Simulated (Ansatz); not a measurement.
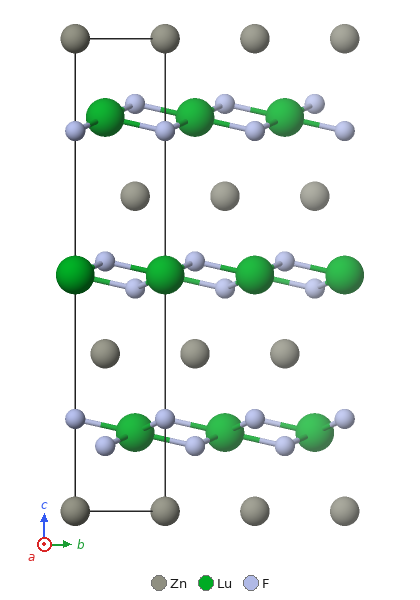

Projection along an edge of the hexagonal mesh, stacking direction c upwards. Every atom sits on one of the three columns of the mesh; call them A, B, C in the order in which they first turn up. The sequence starts with the first layer at or above the cell's origin.

LuZnF2 (space group R-3m, No. 166). Coordinates: the geometry relaxed with Ansatz, DFT, PAW plane waves, r2scan; the starting structure was generated, so it need not be a known form of this composition.

Give the sequence of layers in one repeat, with element and column.

Answer. Zn(A) – F(B) – Lu(C) – F(A) – Zn(B) – F(C) – Lu(A) – F(B) – Zn(C) – F(A) – Lu(B) – F(C) (twelve layers in 17.27 Å).

Heights of the layers:

```json
{"layer": "1", "atoms (column)": "Zn(A)", "height (Å)": "0.00", "to next (Å)": "2.38"}
{"layer": "2", "atoms (column)": "F(B)", "height (Å)": "2.38", "to next (Å)": "0.50"}
{"layer": "3", "atoms (column)": "Lu(C)", "height (Å)": "2.88", "to next (Å)": "0.50"}
{"layer": "4", "atoms (column)": "F(A)", "height (Å)": "3.37", "to next (Å)": "2.38"}
{"layer": "5", "atoms (column)": "Zn(B)", "height (Å)": "5.76", "to next (Å)": "2.38"}
{"layer": "6", "atoms (column)": "F(C)", "height (Å)": "8.14", "to next (Å)": "0.50"}
{"layer": "7", "atoms (column)": "Lu(A)", "height (Å)": "8.63", "to next (Å)": "0.50"}
{"layer": "8", "atoms (column)": "F(B)", "height (Å)": "9.13", "to next (Å)": "2.38"}
{"layer": "9", "atoms (column)": "Zn(C)", "height (Å)": "11.51", "to next (Å)": "2.38"}
{"layer": "10", "atoms (column)": "F(A)", "height (Å)": "13.89", "to next (Å)": "0.50"}
{"layer": "11", "atoms (column)": "Lu(B)", "height (Å)": "14.39", "to next (Å)": "0.50"}
{"layer": "12", "atoms (column)": "F(C)", "height (Å)": "14.89", "to next (Å)": "2.38"}
```
